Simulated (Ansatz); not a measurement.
**GaSiGeH (triplet): one geometry, many settings**

Aim: run GaSiGeH (triplet) at one geometry under a spread of methods and options, and see what each costs and gives.

Program: Ansatz 0.2.0, Gaussian basis. Level of theory: the settings change from run to run. These are calculated values, not measurements.

38 further runs of the same task are left out: 1 for a known fault of the program, 25 that didn't finish, 12 set aside as unsound or not needed.

### Step 1. The system

The geometry is a PBE0/def2-TZVP stationary point (not a proven minimum). No spin-orbit coupling is included. The filled d shell of Ge, Ga may be among the frozen orbitals whatever the setting's name suggests; the logs give the count.

4 atoms, charge 0, spin multiplicity 3.

Atoms are counted from 1 here; the program's logs count them from 0.

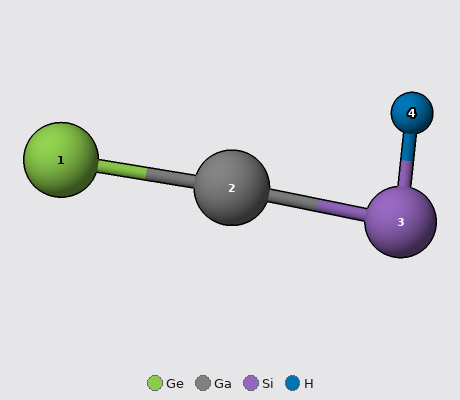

The geometry (germanium green, gallium grey, silicon purple, hydrogen blue); atoms are numbered from 1 in the order of the file.

### Step 2. CISD/cc-pVDZ

Input file in.yaml:

```yaml
crystal:
  periodic: [false, false, false]
  atoms:
    - {symbol: Ge, position_ang: [-0.000147, -0.333036, 2.993377]}
    - {symbol: Ga, position_ang: [0.001707, -0.336280, 0.576549]}
    - {symbol: Si, position_ang: [-0.000851, -0.431262, -1.826143]}
    - {symbol: H, position_ang: [-0.000710, 1.100578, -1.743783]}
basis:
  gaussian: {orbitals: cc-pVDZ}
magnetization: {spin_polarized: false, initial_magnetization: 2}
correlation: {active_space: {ras: {orbitals: [5, 2, 37], electrons: 12, max_holes: 2, max_particles: 2}, fixed_orbitals: true}}
scf: {lower_state_search: off}
```

On the command line:

```console
$ ansatz run in.yaml --threads 1 --pin off --events-out ev --progress --plain --max-ram 2393MiB
```

Log:

```text
Functional definition: HF
  name "HF"
  cite "Fock, Z. Phys. 61, 126 (1930) doi:10.1007/BF01340294"
  parent pbe
  exchange = exact_x
  correlation = 0
these checks for a lower state are left out or cut short: stability, starts, cluster_reference, orbital_swaps, neighbouring_geometries, increment
879 factors; integrals over basis functions are off by at most 1.3e-3 eV
mean field evaluation 1: about -116680.7389 eV, gradient 9.6e0 eV
mean field evaluation 2: about -116680.7426 eV, gradient 9.6e0 eV
mean field evaluation 4: about -116681.7941 eV, gradient 2.1e0 eV
mean field evaluation 8: about -116681.8984 eV, gradient 2.9e-1 eV
mean field -116681.90940527 eV, -4287.9810808048 hartree, gradient 7.8e-6 eV, S^2 2.000000; 0 other end points of the search recorded, 0 dependent functions left out
reference -116681.90940527 eV, -4287.9810808048 hartree; 40, 38 occupied and 37, 39 virtual orbitals, 879 factors
state -116687.49735375 eV, -4288.1864341239 hartree
Total energy: -116687.49735375 eV, -4288.1864341239 hartree
Checks for a lower state left out: stability, starts, cluster_reference, orbital_swaps, neighbouring_geometries, increment
```

It took 20 s on 1 thread of Intel Xeon at 2.50GHz, shared host.

From the report: 300,156 determinants.

### Step 3. MRCISD+Q(6,6)/STO-3G

Input file in.yaml:

```yaml
crystal:
  periodic: [false, false, false]
  atoms:
    - {symbol: Ge, position_ang: [-0.000147, -0.333036, 2.993377]}
    - {symbol: Ga, position_ang: [0.001707, -0.336280, 0.576549]}
    - {symbol: Si, position_ang: [-0.000851, -0.431262, -1.826143]}
    - {symbol: H, position_ang: [-0.000710, 1.100578, -1.743783]}
basis:
  gaussian: {orbitals: STO-3G}
magnetization: {spin_polarized: false, initial_magnetization: 2}
correlation: {method: fic_mrcisd_q, electrons: outside_noble_gas, active_space: {window: {electrons: 6, orbitals: 6}}}
```

The command is unchanged.

Log, shortened:

```text
Functional definition: HF
  name "HF"
  cite "Fock, Z. Phys. 61, 126 (1930) doi:10.1007/BF01340294"
  parent pbe
[...]
453 factors; integrals over basis functions are off by at most 7.4e-5 eV
[...]
mean field -115344.46969632 eV, -4238.8310780503 hartree, gradient 2.2e-6 eV, S^2 2.000000; 13 other end points of the search recorded, 0 dependent functions left out
reference -115344.46969632 eV, -4238.8310780503 hartree; 40, 38 occupied and 6, 8 virtual orbitals, 453 factors
state -115345.79960001 eV, -4238.8799511092 hartree
contracted CI cycle   1: correlation 0.00000000 eV, 0.0000000000 hartree, residual 7.63e0 eV
contracted CI cycle   2: correlation -2.02100578 eV, -0.0742705926 hartree, residual 1.72e0 eV
contracted CI cycle   3: correlation -2.14594583 eV, -0.0788620548 hartree, residual 5.75e-1 eV
contracted CI cycle   4: correlation -2.16028853 eV, -0.0793891390 hartree, residual 2.36e-1 eV
contracted CI cycle   5: correlation -2.16326460 eV, -0.0794985078 hartree, residual 1.12e-1 eV
contracted CI cycle   6: correlation -2.16390963 eV, -0.0795222122 hartree, residual 5.21e-2 eV
contracted CI cycle   7: correlation -2.16402527 eV, -0.0795264617 hartree, residual 2.20e-2 eV
contracted CI cycle   8: correlation -2.16404602 eV, -0.0795272243 hartree, residual 9.64e-3 eV
contracted CI cycle   9: correlation -2.16405026 eV, -0.0795273801 hartree, residual 4.07e-3 eV
contracted CI cycle  10: correlation -2.16405107 eV, -0.0795274101 hartree, residual 1.63e-3 eV
contracted CI cycle  11: correlation -2.16405120 eV, -0.0795274147 hartree, residual 6.59e-4 eV
state -115345.79960001 eV, -4238.8799511092 hartree; corrected -115348.18593448 eV, -4238.9676472837 hartree
Total energy: -115348.18593448 eV, -4238.9676472837 hartree
```

Run time: 62 s. Hardware: 1 thread of Intel Xeon at 2.50GHz, shared host.

From the report: 400 determinants; active occupations 1.96, 1.81, 1.00, 0.95, 0.20, 0.09.

### Step 4. CASCI(4,3)/STO-3G

in.yaml: that of step 3 with these lines changed.

```diff
@@ -8,4 +8,4 @@
 basis:
-  gaussian: {orbitals: STO-3G}
+  gaussian: {orbitals: STO-3G, fitting: {mean_field: def2-universal-jkfit}, point_charges: [{charge: -0.50, position_ang: [2.750, 0.426, -0.338]}]}
 magnetization: {spin_polarized: false, initial_magnetization: 2}
-correlation: {method: fic_mrcisd_q, electrons: outside_noble_gas, active_space: {window: {electrons: 6, orbitals: 6}}}
+correlation: {active_space: {window: {electrons: 4, orbitals: 3}, fixed_orbitals: true}}
```

Same command.

Log, shortened:

```text
Functional definition: HF
  name "HF"
  cite "Fock, Z. Phys. 61, 126 (1930) doi:10.1007/BF01340294"
  parent pbe
[...]
678 factors; integrals over basis functions are off by at most 1.6e-2 eV
[...]
mean field -115344.41631706 eV, -4238.8291163987 hartree, gradient 2.1e-6 eV, S^2 2.000000; 14 other end points of the search recorded, 0 dependent functions left out
reference -115344.41631706 eV, -4238.8291163987 hartree; 40, 38 occupied and 6, 8 virtual orbitals, 678 factors
state -115344.41631706 eV, -4238.8291163987 hartree
Total energy: -115344.41631706 eV, -4238.8291163987 hartree
```

Run time: 62 s. Hardware: 1 thread of Intel Xeon at 2.50GHz, shared host.

From the report: 9 determinants; active occupations 2.00, 1.00, 1.00. With so small a space the active step adds no correlation: the energy is the mean field's.

### Step 5. HF/STO-3G

Input file in.yaml:

```yaml
crystal:
  periodic: [false, false, false]
  atoms:
    - {symbol: Ge, position_ang: [-0.000147, -0.333036, 2.993377]}
    - {symbol: Ga, position_ang: [0.001707, -0.336280, 0.576549]}
    - {symbol: Si, position_ang: [-0.000851, -0.431262, -1.826143]}
    - {symbol: H, position_ang: [-0.000710, 1.100578, -1.743783]}
basis:
  gaussian: {orbitals: STO-3G}
magnetization: {spin_polarized: false, initial_magnetization: 2}
hamiltonian: {xc: hf}
accuracy: high
output: {forces: true, orbitals: {seedname: orbitals}}
```

Same command.

Log, shortened:

```text
Functional definition: HF
  name "HF"
  cite "Fock, Z. Phys. 61, 126 (1930) doi:10.1007/BF01340294"
  parent pbe
[...]
650 factors; integrals over basis functions are off by at most 1.2e-8 eV
[...]
mean field -115344.46990445 eV, -4238.8310856988 hartree, gradient 2.7e-8 eV, S^2 2.000000; 5 other end points of the search recorded, 0 dependent functions left out
[...]
reference -115344.46990445 eV, -4238.8310856988 hartree; 40, 38 occupied and 6, 8 virtual orbitals, 650 factors
Total energy: -115344.46990445 eV, -4238.8310856988 hartree
Atom 0 at    -0.000147    -0.333036     2.993377 Å, force     0.001582     0.008796    -2.653178 eV/Å
Atom 1 at     0.001707    -0.336280     0.576549 Å, force    -0.002282    -0.205992     1.570606 eV/Å
Atom 2 at    -0.000851    -0.431262    -1.826143 Å, force     0.001149     1.814255     1.392196 eV/Å
Atom 3 at    -0.000710     1.100578    -1.743783 Å, force    -0.000449    -1.617059    -0.309623 eV/Å
Dipole moment:    -0.001303    -0.019414    -0.059634 e Å
```

Wall time 35 s (1 thread of Intel Xeon at 2.50GHz, shared host).

### Step 6. CISD/6-31G

in.yaml: that of step 5 with these lines changed.

```diff
@@ -8,6 +8,5 @@
 basis:
-  gaussian: {orbitals: STO-3G}
+  gaussian: {orbitals: 6-31G}
 magnetization: {spin_polarized: false, initial_magnetization: 2}
-hamiltonian: {xc: hf}
-accuracy: high
-output: {forces: true, orbitals: {seedname: orbitals}}
+correlation: {active_space: {ras: {orbitals: [5, 2, 33], electrons: 12, max_holes: 2, max_particles: 2}, fixed_orbitals: true}}
+output: {forces: true}
```

Same command.

Log, shortened:

```text
Functional definition: HF
  name "HF"
  cite "Fock, Z. Phys. 61, 126 (1930) doi:10.1007/BF01340294"
  parent pbe
[...]
672 factors; integrals over basis functions are off by at most 4.2e-4 eV
[...]
mean field -116664.34798529 eV, -4287.3357105242 hartree, gradient 6.1e-6 eV, S^2 2.000000; 13 other end points of the search recorded, 0 dependent functions left out
reference -116664.34798529 eV, -4287.3357105242 hartree; 40, 38 occupied and 33, 35 virtual orbitals, 672 factors
state -116667.71406501 eV, -4287.4594116723 hartree
[...]
Total energy: -116667.71406501 eV, -4287.4594116723 hartree
Atom 0 at    -0.000147    -0.333036     2.993377 Å, force    -0.000383    -0.004537     0.581107 eV/Å
Atom 1 at     0.001707    -0.336280     0.576549 Å, force     0.001293    -0.047751     0.337310 eV/Å
Atom 2 at    -0.000851    -0.431262    -1.826143 Å, force    -0.000828    -0.551189    -0.803515 eV/Å
Atom 3 at    -0.000710     1.100578    -1.743783 Å, force    -0.000082     0.603476    -0.114901 eV/Å
Dipole moment:     0.000622     0.039474    -0.061712 e Å
```

Wall time 62 s (1 thread of Intel Xeon at 2.50GHz, shared host).

From the report: 239,200 determinants.

### Step 7. MP2 on UHF/6-31G

Input file in.yaml:

```yaml
crystal:
  periodic: [false, false, false]
  atoms:
    - {symbol: Ge, position_ang: [-0.000147, -0.333036, 2.993377]}
    - {symbol: Ga, position_ang: [0.001707, -0.336280, 0.576549]}
    - {symbol: Si, position_ang: [-0.000851, -0.431262, -1.826143]}
    - {symbol: H, position_ang: [-0.000710, 1.100578, -1.743783]}
basis:
  gaussian: {orbitals: 6-31G}
magnetization: {spin_polarized: true, initial_magnetization: 2}
correlation: {method: mp2, electrons: outside_noble_gas}
accuracy: high
```

The command is unchanged.

Log, shortened:

```text
Functional definition: HF
  name "HF"
  cite "Fock, Z. Phys. 61, 126 (1930) doi:10.1007/BF01340294"
  parent pbe
[...]
1207 factors; integrals over basis functions are off by at most 4.4e-9 eV
[...]
mean field -116664.48666481 eV, -4287.3408069027 hartree, gradient 3.5e-8 eV, S^2 2.491446; 14 other end points of the search recorded, 0 dependent functions left out
33 core orbitals not correlated: weight in the atoms' cores, before any rotation towards them, 0.995 or more for the frozen orbitals, at most 0.002 for the correlated occupied ones
reference -116664.48666481 eV, -4287.3408069027 hartree; 7, 5 occupied and 33, 35 virtual orbitals, 1207 factors
second order -2.59068874 eV of doubles, -0.00000000 eV of singles
Total energy: -116667.07735355 eV, -4287.4360129577 hartree
```

It took 74 s on 1 thread of Intel Xeon at 2.50GHz, shared host; peak memory 0.35 GiB.

From the report: ⟨S²⟩ of the determinant 2.491 (pure triplet: 2.00).

### Step 8. The runs in one table

```csv
level,correlated,functions,energy (eV),time
CISD/cc-pVDZ,outside noble gas,77,-116687.4974,20 s
"MRCISD+Q(6,6)/STO-3G",outside noble gas,46,-115348.1859,62 s
"CASCI(4,3)/STO-3G (beside a point charge)",,46,-115344.4163,62 s
HF/STO-3G,,46,-115344.4699,35 s
CISD/6-31G,outside noble gas,73,-116667.7141,62 s
MP2 on UHF/6-31G,outside noble gas,73,-116667.0774,74 s
```

### Step 9. What came out

| quantity | value |
| --- | --- |
| runs | 6 |
| quickest | CISD/cc-pVDZ, 20 s |
| slowest | MP2 on UHF/6-31G, 74 s |

In words: Total energies in different bases, with other cores or another treatment of relativity can't be set against each other. MP2 on UHF/6-31G took 4 times as long as CISD/cc-pVDZ; the jobs differ in more than the method.
